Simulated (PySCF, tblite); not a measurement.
# AlH₆NO₃Si, a small molecule taken as a stand-in for a surface group (alumina monomer): NMR shifts, core binding energies and electronic excitations

Wanted: the NMR shifts, core binding energies and electronic excitations for `N[SiH2][O][Al]([OH])[OH]`.

Computed with tblite 0.8.0 and PySCF 2.14.0; each step states its level. No surroundings beyond the atoms listed, unless a continuum is named. Atoms count from 0, parts from 1.

### 1 The system as given

12 atoms, charge 0, multiplicity 1; geometry: distance geometry start.

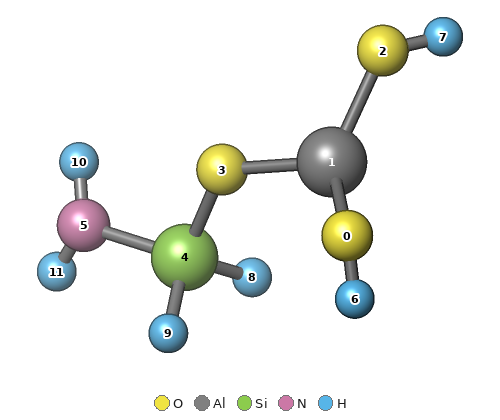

The starting geometry (oxygen yellow, aluminium grey, silicon green, nitrogen pink, hydrogen blue), atoms numbered.

### 2 Relaxing the cluster with GFN2-xTB

What the job is given:

```
{"job": {"kind": "relax", "xc": "GFN2-xTB", "basis": "xTB"}, "charge": 0, "multiplicity": 1}
O      1.891112     0.509484     2.871750
Al     0.031946     0.267832     2.798379
O     -0.838570     0.197120     4.427563
O     -0.577428    -0.871776     1.469484
Si    -0.664269    -0.514293    -0.262264
N     -1.627955    -1.788226    -1.110973
H      2.403625     1.015952     2.238978
H     -1.189826     0.972535     4.898473
H     -1.289677     0.761672    -0.437143
H      0.650834    -0.475826    -0.793604
H     -2.411581    -2.163080    -0.616963
H     -1.731676    -1.669884    -2.112392
```

Method: GFN2-xTB geometry optimisation, gas phase.

The run is started by

```
OMP_NUM_THREADS=1 python cluster_run.py task.json out
```

One launch serves the whole session: the jobs run in the order shown.

What it wrote:

```text
step      E/eV     max force
  0    -575.61759    3.298
  1    -576.24556    2.577
  2    -577.02246    2.588
  3    -577.20191    1.730
  4    -577.32037    0.668
  5    -577.34120    0.594
  6    -577.37824    0.599
  7    -577.40289    0.591
  8    -577.43502    0.440
  9    -577.44793    0.270
 10    -577.46009    0.339
 11    -577.47096    0.291
 12    -577.48226    0.336
 13    -577.49743    0.373
 14    -577.51677    0.425
 15    -577.53420    0.461
 16    -577.54488    0.323
 17    -577.54986    0.262
 18    -577.55520    0.322
 19    -577.56440    0.336
 20    -577.57911    0.337
 21    -577.58650    0.226
 22    -577.59441    0.253
 23    -577.60253    0.329
 24    -577.61219    0.340
 25    -577.62044    0.251
 26    -577.62552    0.198
 27    -577.63018    0.207
 28    -577.63786    0.247
 29    -577.64916    0.282
 30    -577.65701    0.233
 31    -577.66141    0.205
 32    -577.66552    0.438
 33    -577.66960    0.295
 34    -577.67674    0.269
 35    -577.69227    0.308
 36    -577.69848    0.253
 37    -577.70180    0.158
 38    -577.70385    0.180
 39    -577.70579    0.163
 40    -577.70865    0.201
 41    -577.71251    0.218
 42    -577.71557    0.164
 43    -577.71708    0.093
 44    -577.71809    0.112
 45    -577.71960    0.156
 46    -577.72139    0.122
 47    -577.72273    0.106
 48    -577.72374    0.108
 49    -577.72496    0.121
 50    -577.72638    0.139
 51    -577.72777    0.114
 52    -577.72872    0.087
 53    -577.72927    0.071
 54    -577.72978    0.081
 55    -577.73056    0.099
 56    -577.73149    0.088
 57    -577.73236    0.070
 58    -577.73306    0.079
 59    -577.73366    0.079
 60    -577.73424    0.081
 61    -577.73519    0.104
 62    -577.73675    0.134
 63    -577.73879    0.133
 64    -577.74074    0.120
 65    -577.74205    0.089
 66    -577.74253    0.077
 67    -577.74313    0.077
 68    -577.74433    0.095
 69    -577.74625    0.107
 70    -577.74767    0.093
 71    -577.74875    0.072
 72    -577.74926    0.073
 73    -577.74960    0.068
 74    -577.74982    0.032
 75    -577.75001    0.040
 76    -577.75018    0.048
 77    -577.75032    0.044
 78    -577.75046    0.051
 79    -577.75060    0.045
 80    -577.75071    0.033
 81    -577.75081    0.027
 82    -577.75090    0.023
 83    -577.75096    0.022
 84    -577.75101    0.024
 85    -577.75110    0.032
 86    -577.75125    0.037
 87    -577.75148    0.039
 88    -577.75167    0.028
 89    -577.75175    0.015
 90    -577.75178    0.016
 91    -577.75180    0.019
 92    -577.75184    0.015
 93    -577.75191    0.019
 94    -577.75200    0.025
 95    -577.75209    0.025
 96    -577.75216    0.029
 97    -577.75220    0.016
 98    -577.75222    0.010
 99    -577.75223    0.008
100    -577.75224    0.008
101    -577.75225    0.012
102    -577.75227    0.014
103    -577.75231    0.015
104    -577.75233    0.014
105    -577.75235    0.009
106    -577.75236    0.006
```

Run time: 1.2 s. Hardware: 1 thread of Arm Neoverse V1, shared host.

Step by step:

| step | energy from step 0 (eV) | largest force (eV/Å) |
| --- | --- | --- |
| 0 | 0.0000 | 3.2976 |
| 4 | -1.7028 | 0.6677 |
| 8 | -1.8174 | 0.4403 |
| 12 | -1.8647 | 0.3364 |
| 16 | -1.9273 | 0.3225 |
| 20 | -1.9615 | 0.3372 |
| 24 | -1.9946 | 0.3397 |
| 28 | -2.0203 | 0.2474 |
| 32 | -2.0479 | 0.4378 |
| 36 | -2.0809 | 0.2529 |
| 40 | -2.0911 | 0.2011 |
| 44 | -2.1005 | 0.1124 |
| 48 | -2.1062 | 0.1076 |
| 52 | -2.1111 | 0.0871 |
| 56 | -2.1139 | 0.0876 |
| 60 | -2.1167 | 0.0806 |
| 64 | -2.1232 | 0.1195 |
| 68 | -2.1267 | 0.0952 |
| 72 | -2.1317 | 0.0728 |
| 76 | -2.1326 | 0.0479 |
| 80 | -2.1331 | 0.0323 |
| 84 | -2.1334 | 0.0247 |
| 88 | -2.1341 | 0.0276 |
| 92 | -2.1343 | 0.0148 |
| 96 | -2.1346 | 0.0289 |
| 100 | -2.1347 | 0.0082 |
| 104 | -2.1347 | 0.0144 |
| 106 | -2.1348 | 0.0061 |

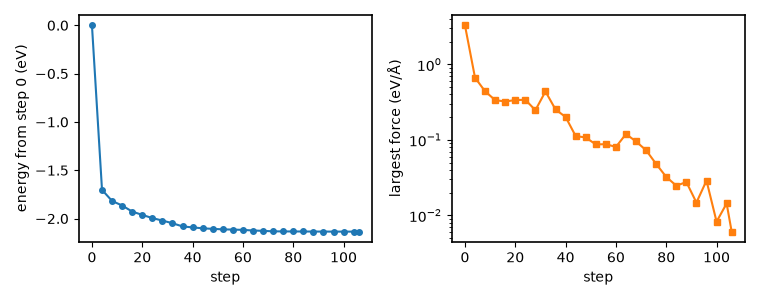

Energy and largest force along the relaxation.

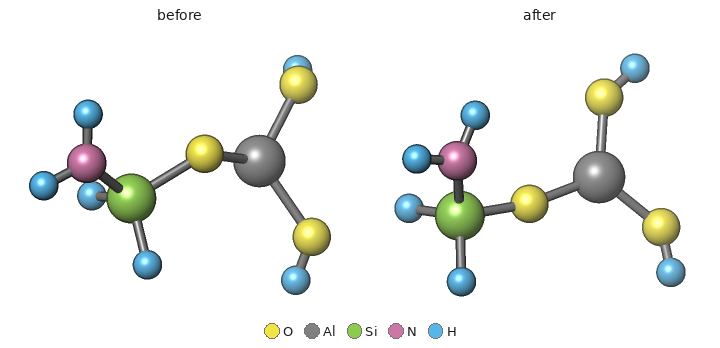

Before and after, at one scale.

Close pairs (by a distance rule), those that changed most:

| bond | before (Å) | after (Å) | change (Å) |
| --- | --- | --- | --- |
| O0–Al1 | 1.876 | 1.660 | -0.216 |
| Al1–O2 | 1.849 | 1.656 | -0.193 |
| Al1–O3 | 1.854 | 1.668 | -0.185 |
| O3–Si4 | 1.770 | 1.624 | -0.147 |
| Si4–N5 | 1.809 | 1.720 | -0.088 |
| Si4–H9 | 1.419 | 1.464 | +0.045 |
| Si4–H8 | 1.432 | 1.470 | +0.038 |
| O2–H7 | 0.973 | 0.947 | -0.025 |

### 3 Relaxing the molecule at PBE0-D3(BJ)/def2-SVP

What the job is given:

```
{"job": {"xc": "PBE0", "basis": "def2-SVP", "d3": "d3bj", "grid": 2, "kind": "geom", "shake": 0.01}, "charge": 0, "multiplicity": 1}
O      2.139276     0.819986     2.079654
Al     0.595982     0.531335     1.474730
O     -0.708379     0.364437     2.492975
O      0.338131     0.391779    -0.161864
Si    -0.237349     0.093640    -1.672886
N     -1.045399    -1.413453    -1.611723
H      3.001625     0.967808     1.730203
H     -0.838660     0.412825     3.428532
H     -1.054397     1.272429    -2.003633
H      0.933184    -0.065664    -2.516328
H     -1.608886    -1.631046    -0.788142
H     -1.476639    -1.771663    -2.434516
```

What it wrote:

```text
step   0  E = -815.26318183  max force = 0.023569
step   1  E = -815.26921512  max force = 0.006714
step   2  E = -815.26962954  max force = 0.002339
step   3  E = -815.26987680  max force = 0.001160
step   4  E = -815.27025281  max force = 0.004920
step   5  E = -815.27072655  max force = 0.007114
step   6  E = -815.27113815  max force = 0.005407
step   7  E = -815.27153143  max force = 0.002283
step   8  E = -815.27173249  max force = 0.002466
step   9  E = -815.27197052  max force = 0.003009
step  10  E = -815.27219128  max force = 0.002626
step  11  E = -815.27241728  max force = 0.002516
step  12  E = -815.27268307  max force = 0.004788
step  13  E = -815.27282586  max force = 0.004236
step  14  E = -815.27304559  max force = 0.002342
step  15  E = -815.27309583  max force = 0.001432
step  16  E = -815.27316531  max force = 0.000891
step  17  E = -815.27317678  max force = 0.000402
optimisation converged
```

Wall time 2.6 min (1 thread of Arm Neoverse V1, shared host); peak memory 0.66 GiB.

Along the way:

| step | energy from step 0 (eV) | largest force component (eV/Å) |
| --- | --- | --- |
| 0 | 0.0000 | 1.2120 |
| 1 | -0.1642 | 0.3452 |
| 2 | -0.1755 | 0.1203 |
| 3 | -0.1822 | 0.0596 |
| 4 | -0.1924 | 0.2530 |
| 5 | -0.2053 | 0.3658 |
| 6 | -0.2165 | 0.2780 |
| 7 | -0.2272 | 0.1174 |
| 8 | -0.2327 | 0.1268 |
| 9 | -0.2392 | 0.1547 |
| 10 | -0.2452 | 0.1350 |
| 11 | -0.2513 | 0.1294 |
| 12 | -0.2585 | 0.2462 |
| 13 | -0.2624 | 0.2178 |
| 14 | -0.2684 | 0.1204 |
| 15 | -0.2698 | 0.0736 |
| 16 | -0.2717 | 0.0458 |
| 17 | -0.2720 | 0.0207 |

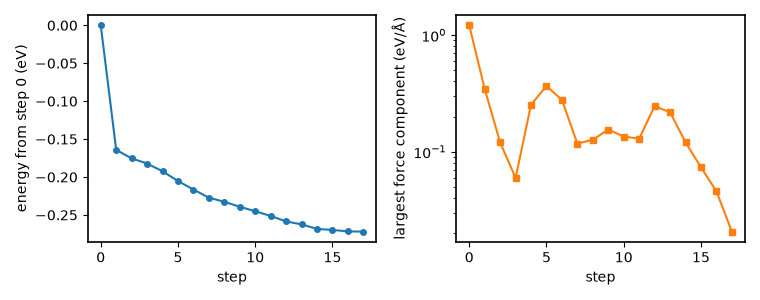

Energy and force, step by step.

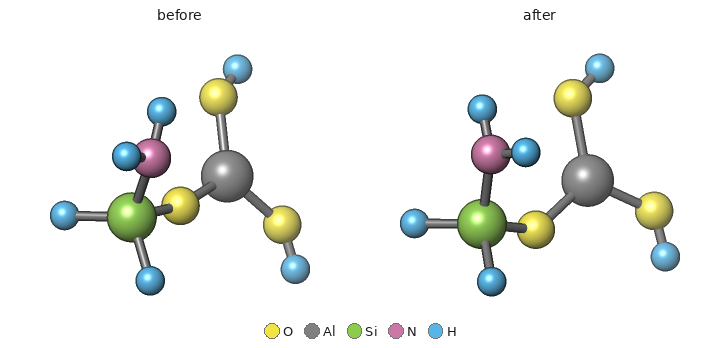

The geometry before (left) and after (right).

Close pairs (by a distance rule), those that changed most:

| bond | before (Å) | after (Å) | change (Å) |
| --- | --- | --- | --- |
| Si4–H9 | 1.452 | 1.491 | +0.039 |
| Al1–O2 | 1.663 | 1.697 | +0.034 |
| Al1–O3 | 1.663 | 1.694 | +0.031 |
| Si4–H8 | 1.472 | 1.491 | +0.019 |
| N5–H11 | 0.996 | 1.013 | +0.018 |
| O0–H6 | 0.942 | 0.958 | +0.016 |
| O3–Si4 | 1.644 | 1.660 | +0.016 |
| O2–H7 | 0.946 | 0.959 | +0.013 |

The final coordinates are the input of the step that follows.

| at the end point | value |
| --- | --- |
| point group (found at 0.08 Å tolerance) | C1 |
| rotational constants (GHz, main isotopes) | 4.279, 1.259, 1.040 |
| dipole moment (D) | 1.75 |

### 4 Nuclear shieldings: PBE0/pcSseg-1

What the job is given:

```
{"job": {"kind": "nmr", "xc": "PBE0", "basis": "pcSseg-1"}, "charge": 0, "multiplicity": 1}
O      2.091960     0.410909     2.290100
Al     0.686349     0.359624     1.345604
O     -0.790417    -0.033826     2.083422
O      0.707637     0.679772    -0.317584
Si    -0.196031     0.352733    -1.670727
N     -1.283663    -0.972057    -1.494179
H      2.958764     0.641120     1.953149
H     -0.865166    -0.196331     3.025163
H     -0.991820     1.571754    -1.991459
H      0.735127    -0.003415    -2.779072
H     -2.059481    -0.913902    -0.842908
H     -0.951472    -1.925564    -1.580464
```

Method: GIAO PBE0/pcSseg-1 NMR shielding, non-relativistic, gas phase.

What it wrote:

```text
coarse grid: 11288 points
cycle   1  E = -815.2387169558  dE =  5.497e-01  |g| = 1.325e+00  |ddm| = 3.222e+00
cycle   2  E = -814.7926501081  dE =  4.461e-01  |g| = 2.028e+00  |ddm| = 2.041e+00
cycle   3  E = -815.5486208903  dE = -7.560e-01  |g| = 1.265e-01  |ddm| = 1.389e+00
cycle   4  E = -815.5502767305  dE = -1.656e-03  |g| = 8.759e-02  |ddm| = 1.242e-01
cycle   5  E = -815.5517014417  dE = -1.425e-03  |g| = 1.145e-02  |ddm| = 5.581e-02
cycle   6  E = -815.5517199674  dE = -1.853e-05  |g| = 4.932e-03  |ddm| = 9.093e-03
cycle   7  E = -815.5517245157  dE = -4.548e-06  |g| = 8.882e-04  |ddm| = 3.527e-03
final grid: 100664 points
cycle   8  E = -815.6124781889  dE = -1.053e-05  |g| = 1.187e-02  |ddm| = 1.389e-02
cycle   9  E = -815.6124418196  dE =  3.637e-05  |g| = 1.848e-02  |ddm| = 1.694e-02
cycle  10  E = -815.6125030889  dE = -6.127e-05  |g| = 8.881e-04  |ddm| = 1.056e-02
cycle  11  E = -815.6125032141  dE = -1.253e-07  |g| = 3.204e-04  |ddm| = 7.149e-04
cycle  12  E = -815.6125032314  dE = -1.731e-08  |g| = 4.036e-05  |ddm| = 1.807e-04
cycle  13  E = -815.6125032316  dE = -2.071e-10  |g| = 2.015e-05  |ddm| = 4.289e-05
converged SCF energy = -815.6125032316

GIAO shielding tensors (ppm)
atom      isotropic    diamagn.    paramagn.     s11        s22        s33       span
  0 O      324.234     389.371     -65.137    302.236    306.812    363.652     61.416
  1 Al     473.837     797.499    -323.662    406.625    501.669    513.217    106.593
  2 O      329.232     388.657     -59.425    307.767    315.691    364.238     56.472
  3 O      256.039     400.793    -144.753    197.601    272.597    297.920    100.320
  4 Si     388.026     879.064    -491.038    354.117    393.082    416.880     62.763
  5 N      224.740     321.492     -96.753    191.370    228.349    254.501     63.131
  6 H       29.911      31.728      -1.817     21.661     23.812     44.259     22.598
  7 H       30.166      30.982      -0.815     21.629     23.864     45.006     23.378
  8 H       26.471      28.564      -2.092     22.582     24.764     32.067      9.485
  9 H       26.621      28.473      -1.852     22.779     24.739     32.344      9.566
 10 H       29.988      32.412      -2.424     23.640     26.863     39.459     15.819
 11 H       30.025      31.870      -1.845     24.746     25.341     39.989     15.243
```

Wall time 15 s (1 thread of Arm Neoverse V1, shared host); peak memory 0.84 GiB.

Shifts follow as δ = σ(reference) − σ, with reference shieldings (ppm) from runs at the same level and on the same kind of geometry: $^{1}$H TMS 31.27, $^{29}$Si TMS 352.0, $^{15}$N NH3 265.7, $^{17}$O H2O 334.6, $^{27}$Al AlH4- 489.3. The references are single molecules in the gas phase, so shifts against H2O, NH3, PH3, H3PO4 or CFCl3 are not on the usual liquid scales and can be off by tens of ppm. Shifts against hydride references such as AlH4− lie on their own scale.

| atoms | environment | σ (ppm) | δ (ppm) |
| --- | --- | --- | --- |
| H8 | hydrogen on a silicon bonded to N, O | 26.47 | 4.80 |
| H9 | hydrogen on a silicon bonded to N, O | 26.62 | 4.65 |
| H6 | hydrogen on an oxygen bonded to Al | 29.91 | 1.36 |
| H10 | hydrogen on a nitrogen bonded to Si | 29.99 | 1.28 |
| H11 | hydrogen on a nitrogen bonded to Si | 30.03 | 1.24 |
| H7 | hydrogen on an oxygen bonded to Al | 30.17 | 1.10 |
| O3 | oxygen bonded to Al, Si | 256.0 | 78.5 |
| O0 | oxygen bonded to Al, H | 324.2 | 10.3 |
| O2 | oxygen bonded to Al, H | 329.2 | 5.3 |
| Al1 | aluminium bonded to 3 O | 473.8 | 15.4 |
| Si4 | silicon bonded to N, O, 2 H | 388.0 | -36.0 |
| N5 | nitrogen bonded to Si, 2 H | 224.7 | 40.9 |

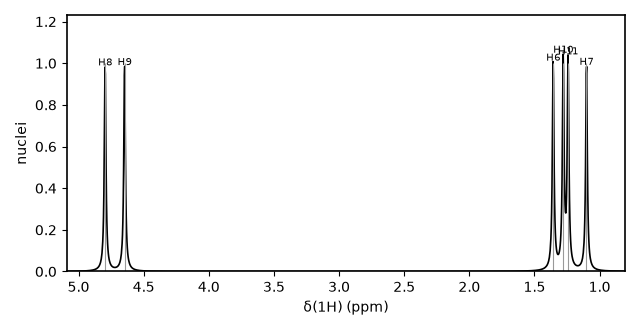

$^{1}$H lines at the computed shifts, without couplings. Lines are broadened to a width of 0.01 ppm (Lorentzian).

The run also stored atomic charges by several schemes (e):

| atoms | Mulliken | IAO | Hirshfeld | ESP fit |
| --- | --- | --- | --- | --- |
| O0 | -0.66 | -0.82 | -0.40 | -0.95 |
| Al1 | 1.25 | 1.37 | 0.70 | 1.46 |
| O2 | -0.66 | -0.82 | -0.40 | -0.89 |
| O3 | -0.84 | -0.92 | -0.40 | -0.88 |
| Si4 | 0.95 | 1.08 | 0.41 | 1.04 |
| N5 | -0.66 | -0.84 | -0.32 | -1.16 |

ESP fit charges:

| atom | value (e) |
| --- | --- |
| O0 | -0.95 |
| Al1 | 1.46 |
| O2 | -0.89 |
| O3 | -0.88 |
| Si4 | 1.04 |
| N5 | -1.16 |
| H6 | 0.45 |
| H7 | 0.43 |
| H8 | -0.17 |
| H9 | -0.18 |
| H10 | 0.43 |
| H11 | 0.42 |

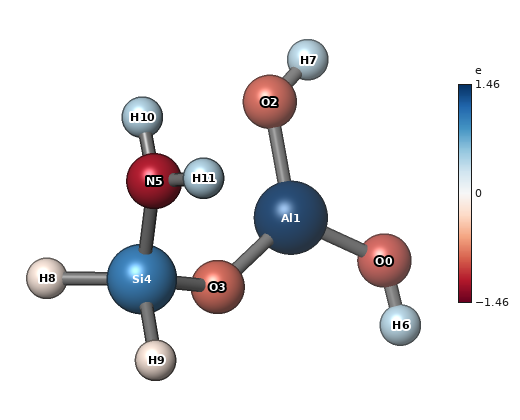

ESP fit charges, as colours on the atoms.

Mayer bond orders: O0–Al1 0.98, Al1–O2 0.97, Al1–O3 0.85, O3–Si4 0.94, Si4–N5 1.04.

[end of part 1 of 2]
